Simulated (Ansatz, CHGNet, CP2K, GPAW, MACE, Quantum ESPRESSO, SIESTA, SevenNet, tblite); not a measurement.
## Quantum ESPRESSO on random packing of 40Si3N4-60SiO2 (mol %) (92 atoms): settings compared

How far do other settings of Quantum ESPRESSO move the forces in random packing of 40Si3N4-60SiO2 (mol %) (92 atoms)? One run of the same program serves as the yardstick.

Calculated with Quantum ESPRESSO 7.5; the method is named at each step.

**1. Starting point**

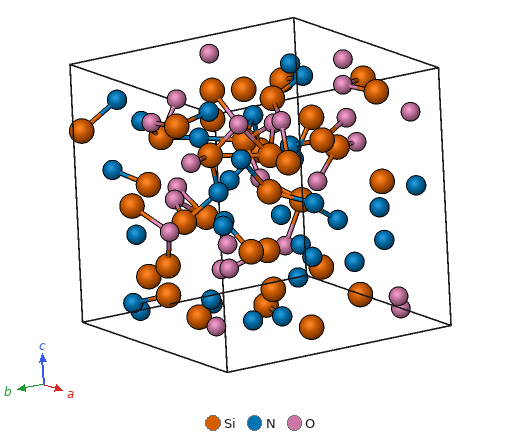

Start, viewed from a free direction; silicon orange, nitrogen blue, oxygen pink. Bonds to atoms that aren't drawn are left out.

The cell holds 92 atoms: 36 Si, 32 N and 24 O. Cell: a = 10.618 Å, b = 10.618 Å, c = 10.618 Å, α = 90.0°, β = 90.0°, γ = 90.0°. 92 atoms (36 Si, 32 N, 24 O) packed at random in a cube at 2.56 g/cm³ and pushed apart as soft spheres, cations and anions kept from their own kind; a start for melting by ab initio MD, not an equilibrated structure. Then every atom was moved at random, 0.05 Å r.m.s. a Cartesian component.

The yardstick, on the same geometry:

* method: Kohn-Sham DFT, PBE, SSSP efficiency 1.3.0 pseudopotentials, plane waves (Quantum ESPRESSO 7.5); sssp-pbe-1.3.0-efficiency, cutoffs 60/480 Ry, Γ point
* r.m.s. force component: 1.612 eV/Å
* longest force: 5.323 eV/Å
* pressure: -13.73 GPa
* time: 9.7 min on 4 MPI ranks of Arm Neoverse V1, shared host
* CPU time: 39 min

**2. PBE, gbrv-1.5, 40/200 Ry**

Method: Kohn-Sham DFT, PBE, GBRV 1.5 ultrasoft pseudopotentials, plane waves.

The input, pw.in:

```
&control
  calculation = 'scf'
  pseudo_dir = './pseudo'
  outdir = './tmp'
  disk_io = 'none'
  tprnfor = .true.
  tstress = .true.
/
&system
  ibrav = 0
  nat = 92
  ntyp = 3
  ecutwfc = 40
  ecutrho = 200
  nosym = .true.
  occupations = 'smearing'
  smearing = 'fd'
  degauss = 0.003675
/
&electrons
  conv_thr = 4.6e-07
  electron_maxstep = 100
  mixing_beta = 0.4
  mixing_mode = 'plain'
  diagonalization = 'david'
/
ATOMIC_SPECIES
Si 28.085 Si.upf
N 14.007 N.upf
O 15.999 O.upf
CELL_PARAMETERS angstrom
10.61780 0.00000 0.00000
0.00000 10.61780 0.00000
0.00000 0.00000 10.61780
ATOMIC_POSITIONS crystal
Si 0.21098 0.28188 0.03810
Si 0.01739 0.62506 0.03996
Si 0.04966 0.99366 0.75042
Si 0.46118 0.81824 0.44508
Si 0.35870 0.60179 0.89665
Si 0.53428 0.47117 0.65541
Si 0.02659 0.25359 0.77312
Si 0.71986 0.28942 0.69050
Si 0.35563 0.12499 0.61692
Si 0.18153 0.72390 0.20374
Si 0.86288 0.72757 0.18514
Si 0.65300 0.89397 0.12778
Si 0.90113 0.27377 0.98965
Si 0.56129 0.96565 0.82001
Si 0.68923 0.42165 0.00968
Si 0.87985 0.49656 0.87418
Si 0.44676 0.04611 0.02104
Si 0.66027 0.66000 0.77168
Si 0.75309 0.40544 0.25256
Si 0.29003 0.42107 0.22466
Si 0.37314 0.63402 0.65369
Si 0.46983 0.36091 0.91476
Si 0.91980 0.95964 0.95931
Si 0.35064 0.36566 0.45914
Si 0.68923 0.86414 0.51710
Si 0.14579 0.14677 0.49218
Si 0.75548 0.48012 0.52712
Si 0.44246 0.97506 0.25858
Si 0.92142 0.76006 0.80352
Si 0.23024 0.82357 0.54636
Si 0.01419 0.55025 0.68133
Si 0.74403 0.11253 0.52957
Si 0.51799 0.49218 0.28708
Si 0.02750 0.77344 0.41530
Si 0.74181 0.11724 0.87774
Si 0.26450 0.27842 0.78950
N 0.59831 0.16024 0.19802
N 0.37587 0.20855 0.88526
N 0.77280 0.60171 0.10074
N 0.15375 0.49280 0.75448
N 0.47242 0.66758 0.53577
N 0.78907 0.69700 0.90137
N 0.89110 0.87962 0.70246
N 0.01839 0.36902 0.26296
N 0.41943 0.30036 0.12835
N 0.83612 0.17353 0.33174
N 0.22192 0.15825 0.19144
N 0.45689 0.23762 0.41245
N 0.82930 0.94203 0.22371
N 0.18505 0.37966 0.55491
N 0.20551 0.96371 0.62431
N 0.23159 0.57178 0.05496
N 0.40488 0.29888 0.63604
N 0.14064 0.88793 0.86996
N 0.98493 0.11457 0.56170
N 0.14869 0.11979 0.87250
[... 32 atom lines left out ...]
O 0.62495 0.32358 0.54506
O 0.49561 0.10037 0.72628
O 0.06842 0.63862 0.29760
O 0.50602 0.72724 0.03236
K_POINTS gamma
```

On the command line:

```
OMP_NUM_THREADS=1 mpirun -np 2 pw.x -in pw.in > output.txt
```

Output:

```text
Program PWSCF
     gamma-point specific algorithms are used
     Parallelization info
     sticks:   dense  smooth     PW     G-vecs:    dense   smooth      PW
     Min        3196    2567    639               192723   137947   17227
     Max        3197    2570    642               192728   137950   17230
     Sum        6393    5137   1281               385451   275897   34457
     bravais-lattice index     =            0
     lattice parameter (alat)  =      20.0647  a.u.
     unit-cell volume          =    8077.9326 (a.u.)^3
     number of atoms/cell      =           92
     number of atomic types    =            3
     number of electrons       =       448.00
     number of Kohn-Sham states=          269
     kinetic-energy cutoff     =      40.0000  Ry
     charge density cutoff     =     200.0000  Ry
     scf convergence threshold =      4.6E-07
     mixing beta               =       0.4000
     number of iterations used =            8  plain     mixing
     Exchange-correlation= SLA  PW   PBE  PBE
                           (   1   4   3   4   0   0   0)
     crystal axes: (cart. coord. in units of alat)
               a(1) = (   1.000000   0.000000   0.000000 )
               a(2) = (   0.000000   1.000000   0.000000 )
               a(3) = (   0.000000   0.000000   1.000000 )
     reciprocal axes: (cart. coord. in units 2 pi/alat)
               b(1) = (  1.000000  0.000000  0.000000 )
               b(2) = (  0.000000  1.000000  0.000000 )
               b(3) = (  0.000000  0.000000  1.000000 )
     PseudoPot. # 1 for Si:
     Pseudo is Ultrasoft + core correction, Zval =  4.0
     PseudoPot. # 2 for N :
     Pseudo is Ultrasoft + core correction, Zval =  5.0
     PseudoPot. # 3 for O :
     Pseudo is Ultrasoft + core correction, Zval =  6.0
     atomic species   valence    mass     pseudopotential
     Si                4.00    28.08500     Si( 1.00)
     N                 5.00    14.00700     N ( 1.00)
     O                 6.00    15.99900     O ( 1.00)
     No symmetry found
   Cartesian axes
     number of k points=     1  Fermi-Dirac smearing, width (Ry)=  0.0037
                       cart. coord. in units 2pi/alat
        k(    1) = (   0.0000000   0.0000000   0.0000000), wk =   2.0000000
     Dense  grid:   192726 G-vectors     FFT dimensions: (  96,  96,  96)
     Smooth grid:   137949 G-vectors     FFT dimensions: (  81,  81,  81)
     Check: negative core charge=   -0.000001
     Initial potential from superposition of free atoms
     starting charge     447.9755, renormalised to     448.0000
     Starting wfcs are  368 randomized atomic wfcs
     Self-consistent Calculation
     iteration #  1     ecut=    40.00 Ry     beta= 0.40
     total energy              =   -1743.31301834 Ry
     estimated scf accuracy    <      31.00941287 Ry
     iteration #  2     ecut=    40.00 Ry     beta= 0.40
     total energy              =   -1736.17073483 Ry
     estimated scf accuracy    <     252.11178802 Ry
     iteration #  3     ecut=    40.00 Ry     beta= 0.40
     total energy              =   -1749.20603211 Ry
     estimated scf accuracy    <      88.55432639 Ry
     iteration #  4     ecut=    40.00 Ry     beta= 0.40
     total energy              =   -1753.63547931 Ry
     estimated scf accuracy    <      31.61695493 Ry
     iteration #  5     ecut=    40.00 Ry     beta= 0.40
     total energy              =   -1754.68540759 Ry
     estimated scf accuracy    <      22.17812784 Ry
     iteration #  6     ecut=    40.00 Ry     beta= 0.40
     total energy              =   -1755.48518779 Ry
     estimated scf accuracy    <       4.91920378 Ry
[...]
total energy              =   -1755.80113964 Ry
[...]
iteration # 55     ecut=    40.00 Ry     beta= 0.40
     total energy              =   -1755.80113965 Ry
     estimated scf accuracy    <       0.00000099 Ry
     iteration # 56     ecut=    40.00 Ry     beta= 0.40
     total energy              =   -1755.80113967 Ry
     estimated scf accuracy    <       0.00000078 Ry
     iteration # 57     ecut=    40.00 Ry     beta= 0.40
     End of self-consistent calculation
          k = 0.0000 0.0000 0.0000 ( 17229 PWs)   bands (ev):
   -16.5412 -16.2392 -15.7171 -15.4090 -14.9966 -14.8548 -14.5861 -14.5083
   -14.0956 -13.8808 -13.6348 -13.2238 -12.9754 -12.9230 -12.6511 -12.6400
   -12.5045 -12.3697 -12.3207 -12.0445 -11.5051 -11.3436 -11.2426 -10.7296
   -10.5060 -10.0992  -9.6763  -9.5722  -9.3918  -9.2915  -9.0369  -8.9621
    -8.7615  -8.6801  -8.6374  -8.5238  -8.3735  -8.2511  -7.9243  -7.8830
    -7.7915  -7.6145  -7.5609  -7.5387  -7.3811  -7.3156  -7.2540  -7.2405
[...]
6.2049   6.2268   6.3073   6.3468   6.3922   6.4948   6.5435   6.5756
     6.6179   6.6566   6.7015   6.7719   6.8403   6.9490   6.9903   7.1724
     7.2019   7.3941   7.4215   7.4791   7.5745   7.6683   7.7247   7.7878
     7.8829   7.9985   8.0307   8.1917   8.3312
     the Fermi energy is     5.6675 ev
!    total energy              =   -1755.80113954 Ry
     estimated scf accuracy    <       0.00000019 Ry
     smearing contrib. (-TS)   =      -0.03851502 Ry
     internal energy E=F+TS    =   -1755.76262452 Ry
     The total energy is F=E-TS. E is the sum of the following terms:
     one-electron contribution =    -556.84011480 Ry
     hartree contribution      =     525.29877488 Ry
     xc contribution           =    -488.63396014 Ry
     ewald contribution        =   -1235.58732445 Ry
     convergence has been achieved in  57 iterations
     Forces acting on atoms (cartesian axes, Ry/au):
     atom    1 type  1   force =    -0.00123815   -0.10694626    0.09042607
     atom    2 type  1   force =     0.06067366   -0.01087677   -0.03477397
     atom    3 type  1   force =     0.05823815   -0.05561807   -0.05383492
     atom    4 type  1   force =    -0.05671876   -0.03994931   -0.00273865
     atom    5 type  1   force =    -0.04093702    0.05741272    0.11176600
     atom    6 type  1   force =     0.02141238   -0.10857726    0.00887360
[...]
atom   90 type  3   force =    -0.04860546   -0.06852490   -0.04540953
     atom   91 type  3   force =     0.03005532    0.12104650    0.00624237
     atom   92 type  3   force =    -0.00054818   -0.00946402    0.00267604
     Total force =     1.044920     Total SCF correction =     0.000989
     Computing stress (Cartesian axis) and pressure
          total   stress  (Ry/bohr**3)                   (kbar)     P=     -135.67
  -0.00090171  -0.00005030  -0.00001386         -132.65       -7.40       -2.04
  -0.00005030  -0.00099123   0.00002061           -7.40     -145.82        3.03
  -0.00001386   0.00002061  -0.00087395           -2.04        3.03     -128.56
     Message from routine punch:
     Nothing written, as per user request (disk_io='none')
```

The job ended after 9.1 min (2 MPI ranks of Arm Neoverse V1, shared host; peak memory 1.4 GiB).

Banners, paths, timers and routine set-up lines are dropped from the logs unmarked, and long logs keep their key lines alone; longer cuts are marked.

Against the reference:

```yaml
r_m_s_force_component: 1.617 eV/Å
r_m_s_difference_of_force_components: 15.18 meV/Å
longest_difference_of_force_vectors: 88.35 meV/Å
force_difference_over_r_m_s_force: 0.9413 %
slope_of_forces_against_the_reference_s: 1.003
correlation_of_force_components: 1
pressure: -13.57 GPa
pressure_difference: 0.1593 GPa
```

Length of the force difference by element (eV/Å):

| element | atoms | mean | most |
| --- | --- | --- | --- |
| N | 32 | 0.011 | 0.029 |
| O | 24 | 0.029 | 0.088 |
| Si | 36 | 0.020 | 0.074 |

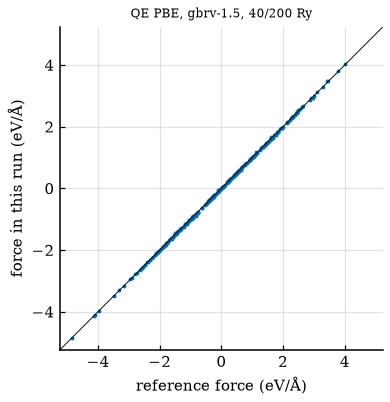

Force components against those of the reference; the line marks equality.

Local excerpt of 11 atoms (numbers count through the whole input) about Si21, which bears the longest force; x, y, z are measured from there.

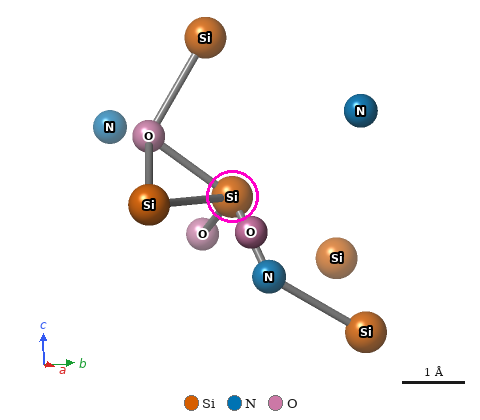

The atoms of the table, within 3.1 Å (arrows a, b, c point along x, y, z); some may hide others; the central atom is ringed.

| atom | x | y | z | distance (Å) | Fx | Fy | Fz (eV/Å) |
| --- | --- | --- | --- | --- | --- | --- | --- |
| Si21 | 0.00 | 0.00 | 0.00 | 0.00 | -4.85 | 1.63 | -1.45 |
| N41 | 1.05 | 0.36 | -1.25 | 1.68 | -1.24 | 0.98 | -1.53 |
| O74 | 0.06 | -1.36 | 1.03 | 1.71 | 1.63 | 0.35 | 0.03 |
| O86 | -1.70 | -0.15 | -0.68 | 1.84 | 3.47 | 1.80 | 0.40 |
| Si6 | 1.71 | -1.73 | 0.02 | 2.43 | 0.55 | -2.79 | 0.23 |
| Si5 | -0.15 | -0.34 | 2.58 | 2.61 | -1.05 | 1.48 | 2.87 |
| Si30 | -1.52 | 2.01 | -1.14 | 2.77 | -1.54 | 0.21 | -1.86 |
| N40 | -2.33 | -1.50 | 1.07 | 2.97 | -0.78 | -2.91 | -0.52 |
| N60 | 1.99 | 1.74 | 1.43 | 3.01 | 1.45 | -2.06 | -1.12 |
| Si4 | 0.93 | 1.96 | -2.21 | 3.10 | -1.46 | -1.03 | -0.07 |
| O81 | 3.09 | -0.34 | -0.41 | 3.14 | 0.03 | -0.99 | -1.78 |

Forces lie 0.94 % from the reference's, at 0.47 times its CPU time (on 2 against 4 cores).

**3. Summary of results**

```yaml
force_difference_from_the_reference: QE PBE, gbrv-1.5, 40/200 Ry, 0.94 %
its_cpu_time: 18 min
```

What this shows: PBE on plane waves or a grid with other potentials, cutoffs or grids differs from the reference by 0.94 % (QE PBE, gbrv-1.5, 40/200 Ry) of the r.m.s. force; this holds the reference's own error, so differences of a few per cent don't tell which side is nearer the exact PBE result. One electronic-structure run takes under half the reference's CPU time: QE PBE, gbrv-1.5, 40/200 Ry, at 0.94 % in 18 min against 39 min. The reference's pressure holds the uncorrected Pulay stress of its 60 Ry basis, so small pressure differences, and their order, may be the reference's own error. The reference's pressure of -14 GPa belongs to a cell and atoms that aren't relaxed at this level. The electronic-structure runs sample only Γ, in a cell whose shortest periodic width is 11 Å, which is coarse for a cell with partly filled levels.

[Also dropped from logs without a mark: logging warnings of Python, and SIESTA's first energy breakdown and zero terms.]

[Logs are printed without paths, hosts, clocks, repeated set-up lines and the standing remarks that a program may print on its own settings, such as how far it seeks lower states.]

[Hosts, paths, dates, database ids (printed as entryN), source tags and the programs' standing remarks are cut or masked in the printed files.]
